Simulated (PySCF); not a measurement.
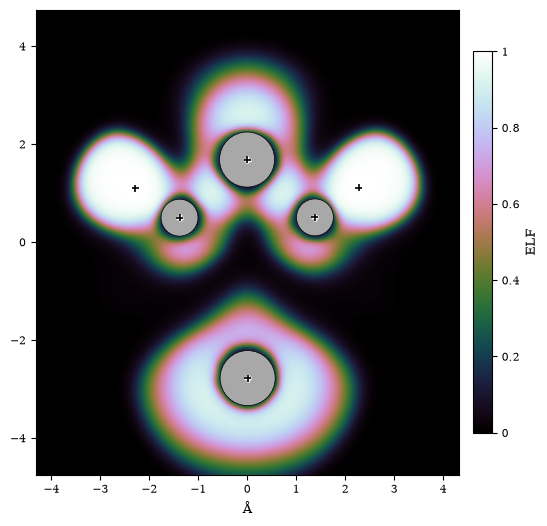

The ELF on a plane through atoms (crosses mark nuclei in the plane; grey discs cover the cores).

Method: PySCF 2.14.0, PBE0/pcSseg-1, SCF density, gas phase, non-relativistic.

Candidates:
A. C$_{6}$H$_{7}$FO (SMILES O=C(F)C1=CCCC1)
B. C$_{5}$H$_{11}$PS$_{2}$ (SMILES CP1(=S)CCSCC1)

**Which candidate gave the map?**

Candidate B: C$_{5}$H$_{11}$PS$_{2}$ on the plane of atoms C5, S6 and C7, which holds S, C and H. C–S (1.82 Å): the ELF peaks at about 0.90 between the atoms, as expected for localised, covalent bonding.
